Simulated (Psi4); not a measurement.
# Single-point calculation, with input and output: N$_{2}$ (charge −1) (part 1 of 2)

The run: single-point calculation of N$_{2}$, charge −1, multiplicity 2. Method and program: MP2/5ZaPa-NR, UHF (Psi4 1.11).

The geometry is that of the parent species in another charge or spin state. The geometry comes from this level: PBE0-D4/def2-TZVP.

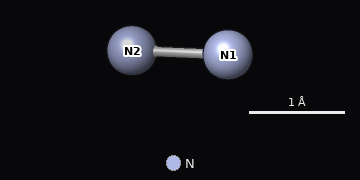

Fig. 1: The structure as given in the input (ball-and-stick view, seen at a tilt; atoms are numbered from 1 in the order of the input).

## Key numbers

```json
{"quantity": "outcome", "value": "converged"}
{"quantity": "total energy", "value": "−109.359638 hartree"}
{"quantity": "SCF energy", "value": "−108.949741 hartree"}
{"quantity": "MP2 energy", "value": "−109.359638 hartree"}
{"quantity": "correlation energy", "value": "−0.409897 hartree"}
{"quantity": "basis functions", "value": "238"}
{"quantity": "⟨S²⟩", "value": "0.750"}
{"quantity": "hardware", "value": "1 thread of Intel Xeon @ 2.90GHz (Ice Lake), 192 GiB of memory available, shared host"}
{"quantity": "wall time", "value": "13 s"}
{"quantity": "peak memory", "value": "0.6 GiB"}
```

## Remarks

The record of the run, not the program, notes: unbound anion.

## Input file (job.dat)
```
memory 1600 MB

molecule system {
  -1 2
  N      0.87966751    -0.28402584     0.45315632
  N     -0.87966751     0.28402584    -0.45315632
  units au
  symmetry c1
}

set {
  basis 5ZaPa-NR
  reference uhf
  puream true
  scf_type df
  num_frozen_docc 2
  maxiter 200
  damping_percentage 30
  guess sap
  d_convergence 1e-06
}

result, w = energy("mp2", return_wfn=True)
```

Launched with:
```bash
psi4 -n 1 job.dat job.out
```

## Output
```
Psi4 1.11 release

   => Loading Basis Set <=

    Name: 5ZAPA-NR
    Role: ORBITAL
    Keyword: BASIS

         ---------------------------------------------------------
                                   SCF
                              UHF Reference
                        1 Threads,   1525 MiB Core
         ---------------------------------------------------------

  ==> Geometry <==

    Molecular point group: c1
    Full point group: D_inf_h

    Geometry (in Bohr), charge = -1, multiplicity = 2:

       Center              X                  Y                   Z               Mass
    ------------   -----------------  -----------------  -----------------  -----------------
         N            1.029483490054    -0.000000000000     0.000000000000    14.003074004430
         N           -1.029483490054     0.000000000000    -0.000000000000    14.003074004430

  Running in c1 symmetry.

  Rotational constants: A = ************  B =      2.02816  C =      2.02816 [cm^-1]
  Rotational constants: A = ************  B =  60802.68835  C =  60802.68835 [MHz]
  Nuclear repulsion =   23.798341825492368

  Charge       = -1
  Multiplicity = 2
  Electrons    = 15
  Nalpha       = 8
  Nbeta        = 7

  ==> Algorithm <==

  SCF Algorithm Type is DF.
  DIIS enabled.
  MOM disabled.
  Fractional occupation disabled.
  Guess Type is SAP.
  Energy threshold   = 1.00e-08
  Density threshold  = 1.00e-06
  Integral threshold = 1.00e-12

  ==> Primary Basis <==

  Basis Set: 5ZAPA-NR
    Blend: 5ZAPA-NR
    Number of shells: 54
    Number of basis functions: 238
    Number of Cartesian functions: 328
    Spherical Harmonics?: true
    Max angular momentum: 5

   => Loading Basis Set <=

    Name: (5ZAPA-NR AUX)
    Role: JKFIT
    Keyword: DF_BASIS_SCF

  ==> Integral Setup <==

  DFHelper Memory: AOs need 0.183 GiB; user supplied 1.118 GiB.
  SCF_SUBTYPE=INCORE selected. In-core MEM_DF algorithm will be used.
  Using in-core AOs.

  ==> MemDFJK: Density-Fitted J/K Matrices <==

    J tasked:                   Yes
    K tasked:                   Yes
    wK tasked:                   No
    Memory [MiB]:              1144
    Algorithm:                 Core
    Schwarz Cutoff:           1E-12
    Mask sparsity (%):       0.0000
    Fitting Condition:        1E-10

   => Auxiliary Basis Set <=

  Basis Set: (5ZAPA-NR AUX)
    Blend: AUG-CC-PV5Z-JKFIT
    Number of shells: 78
    Number of basis functions: 390
    Number of Cartesian functions: 600
    Spherical Harmonics?: true
    Max angular momentum: 6

  Minimum eigenvalue in the overlap matrix is 2.0126759123E-06.
  Reciprocal condition number of the overlap matrix is 2.4634091563E-07.
    Using symmetric orthogonalization.

  ==> Pre-Iterations <==

  ==> SAP guess <==

   => Molecular Quadrature <=

    Radial Scheme          =       TREUTLER
    Pruning Scheme         =           NONE
    Nuclear Scheme         =       TREUTLER

    Blocking Scheme        =         OCTREE
    BS radius alpha        =              1
    Pruning alpha          =              1
    Radial Points          =             75
    Spherical Points       =            302
    Total Points           =          44634
    Total Blocks           =            400
    Max Points             =            254
    Max Functions          =            238
    Weights Tolerance      =       1.00E-15

   -------------------------------------------------------
    Irrep   Nso     Nmo     Nalpha   Nbeta   Ndocc  Nsocc
   -------------------------------------------------------
     A        238     238       8       7       7       1
   -------------------------------------------------------
    Total     238     238       8       7       7       1
   -------------------------------------------------------

  ==> Iterations <==

                           Total Energy        Delta E     RMS |[F,P]|

   @DF-UHF iter   1:  -108.41335907493951   -1.08413e+02   4.74455e-03 DIIS/ADIIS
   @DF-UHF iter   2:  -108.64107291914320   -2.27714e-01   3.23324e-03 DIIS/ADIIS/DAMP=30%
   @DF-UHF iter   3:  -108.21972246251428    4.21350e-01   9.87856e-04 DIIS/ADIIS/DAMP=30%
   @DF-UHF iter   4:  -108.69151709766155   -4.71795e-01   5.09143e-04 DIIS/ADIIS/DAMP=30%
   @DF-UHF iter   5:  -108.82546317392470   -1.33946e-01   1.90732e-04 DIIS/ADIIS/DAMP=30%
   @DF-UHF iter   6:  -108.90470279269859   -7.92396e-02   8.05240e-05 DIIS/DAMP=30%
   @DF-UHF iter   7:  -108.93324938034569   -2.85466e-02   3.35209e-05 DIIS/DAMP=30%
   @DF-UHF iter   8:  -108.94310846699403   -9.85909e-03   1.36286e-05 DIIS/DAMP=30%
   @DF-UHF iter   9:  -108.94700256533068   -3.89410e-03   5.27294e-06 DIIS/DAMP=30%
   @DF-UHF iter  10:  -108.94861735305643   -1.61479e-03   1.52604e-06 DIIS/DAMP=30%
   @DF-UHF iter  11:  -108.94945580933100   -8.38456e-04   6.59575e-07 DIIS/DAMP=30%
   @DF-UHF iter  12:  -108.94963382126133   -1.78012e-04   2.99516e-07 DIIS/DAMP=30%
   @DF-UHF iter  13:  -108.94969500969910   -6.11884e-05   1.64541e-07 DIIS/DAMP=30%
   @DF-UHF iter  14:  -108.94970184976287   -6.84006e-06   3.80481e-08 DIIS/DAMP=30%
   @DF-UHF iter  15:  -108.94972998310558   -2.81333e-05   6.11633e-08 DIIS/DAMP=30%
   @DF-UHF iter  16:  -108.94974361053056   -1.36274e-05   4.83079e-08 DIIS/DAMP=30%
   @DF-UHF iter  17:  -108.94974352882828    8.17023e-08   2.07998e-08 DIIS/DAMP=30%
   @DF-UHF iter  18:  -108.94974261520898    9.13619e-07   1.41088e-08 DIIS/DAMP=30%
   @DF-UHF iter  19:  -108.94973953048323    3.08473e-06   4.76897e-09 DIIS/DAMP=30%
   @DF-UHF iter  20:  -108.94974128136784   -1.75088e-06   1.01461e-08 DIIS/DAMP=30%
   @DF-UHF iter  21:  -108.94974112026908    1.61099e-07   1.17733e-08 DIIS/DAMP=30%
   @DF-UHF iter  22:  -108.94974151864182   -3.98373e-07   1.12026e-08 DIIS/DAMP=30%
   @DF-UHF iter  23:  -108.94974170642428   -1.87782e-07   9.39247e-09 DIIS/DAMP=30%
   @DF-UHF iter  24:  -108.94974138090191    3.25522e-07   8.31704e-09 DIIS/DAMP=30%
   @DF-UHF iter  25:  -108.94974081598687    5.64915e-07   9.82510e-09 DIIS/DAMP=30%
   @DF-UHF iter  26:  -108.94974181208364   -9.96097e-07   8.42156e-09 DIIS/DAMP=30%
   @DF-UHF iter  27:  -108.94974368405262   -1.87197e-06   6.01121e-09 DIIS/DAMP=30%
   @DF-UHF iter  28:  -108.94974130159346    2.38246e-06   1.45510e-08 DIIS/DAMP=30%
   @DF-UHF iter  29:  -108.94974132710396   -2.55105e-08   1.70744e-08 DIIS/DAMP=30%
   @DF-UHF iter  30:  -108.94973970895555    1.61815e-06   1.23361e-08 DIIS/DAMP=30%
   @DF-UHF iter  31:  -108.94973961074959    9.82060e-08   2.08444e-09 DIIS/DAMP=30%
   @DF-UHF iter  32:  -108.94974143672381   -1.82597e-06   1.94166e-09 DIIS/DAMP=30%
   @DF-UHF iter  33:  -108.94974100735767    4.29366e-07   1.89175e-09 DIIS/DAMP=30%
   @DF-UHF iter  34:  -108.94974090524394    1.02114e-07   3.55458e-09 DIIS/DAMP=30%
   @DF-UHF iter  35:  -108.94974111510516   -2.09861e-07   4.73528e-09 DIIS/DAMP=30%
   @DF-UHF iter  36:  -108.94974126086920   -1.45764e-07   4.64452e-09 DIIS/DAMP=30%
   @DF-UHF iter  37:  -108.94974132785401   -6.69848e-08   3.77443e-09 DIIS/DAMP=30%
   @DF-UHF iter  38:  -108.94974132238279    5.47122e-09   2.68835e-09 DIIS/DAMP=30%
  Energy and wave function converged.

  ==> Post-Iterations <==

   @Spin Contamination Metric:   1.238740371E-05
   @S^2 Expected:                7.500000000E-01
   @S^2 Observed:                7.500123874E-01
   @S   Expected:                5.000000000E-01
   @S   Observed:                5.000000000E-01

    Orbital Energies [Eh]
    ---------------------

    Alpha Occupied:

       1A    -15.562061     2A    -15.558342     3A     -1.359756
       4A     -0.658319     5A     -0.516479     6A     -0.500459
       7A     -0.500459     8A      0.044768

    Alpha Virtual:

       9A      0.116166    10A      0.136013    11A      0.136013
      12A      0.146160    13A      0.146160    14A      0.191642
      15A      0.256929    16A      0.257369    17A      0.257369
      18A      0.295853    19A      0.295853    20A      0.321769
      21A      0.349330    22A      0.377472    23A      0.377472
      24A      0.462932    25A      0.462932    26A      0.463039
      27A      0.542829    28A      0.547127    29A      0.547127
      30A      0.568020    31A      0.568020    32A      0.641576
      33A      0.641576    34A      0.663165    35A      0.702478
      36A      0.707500    37A      0.707500    38A      0.796238
      39A      0.796238    40A      0.871336    41A      0.871336
      42A      0.923392    43A      1.034375    44A      1.034375
      45A      1.047537    46A      1.047537    47A      1.058182
      48A      1.078454    49A      1.078454    50A      1.078741
      51A      1.078741    52A      1.102464    53A      1.137365
      54A      1.186566    55A      1.186566    56A      1.273945
      57A      1.306956    58A      1.306956    59A      1.442032
      60A      1.533289    61A      1.533289    62A      1.678940
      63A      1.678940    64A      1.733124    65A      1.733124
      66A      1.773899    67A      1.773899    68A      1.775316
      69A      1.775316    70A      1.911765    71A      2.030729
      72A      2.030729    73A      2.094380    74A      2.094380
      75A      2.127738    76A      2.127738    77A      2.135301
      78A      2.197130    79A      2.225944    80A      2.225944
      81A      2.264526    82A      2.264526    83A      2.328195
      84A      2.328195    85A      2.328327    86A      2.328327
      87A      2.348745    88A      2.355043    89A      2.355043
      90A      2.388333    91A      2.468131    92A      2.468131
      93A      2.539566    94A      2.555418    95A      2.555418
      96A      2.929366    97A      2.929366    98A      2.944915
      99A      2.944915   100A      3.019779   101A      3.156715
     102A      3.156715   103A      3.197401   104A      3.197401
     105A      3.525274   106A      3.525274   107A      3.533590
     108A      3.827288   109A      3.827288   110A      3.828360
     111A      3.828360   112A      3.873951   113A      4.434183
     114A      4.447292   115A      4.905361   116A      4.905361
     117A      5.064468   118A      5.064468   119A      5.105405
     120A      5.105405   121A      5.322331   122A      5.322331
     123A      5.372301   124A      5.372301   125A      5.407667
     126A      5.407667   127A      5.439268   128A      5.547981
     129A      5.547981   130A      5.821930   131A      5.821930
     132A      5.823003   133A      5.823003   134A      5.854220
     135A      5.854220   136A      5.972061   137A      5.972061
     138A      6.024993   139A      6.127443   140A      6.127443
     141A      6.131823   142A      6.131823   143A      6.142528
     144A      6.301669   145A      6.426475   146A      6.426475
     147A      6.468336   148A      6.468336   149A      7.143460
     150A      7.298032   151A      7.298032   152A      7.693982
     153A      7.839514   154A      7.839514   155A      8.562207
```
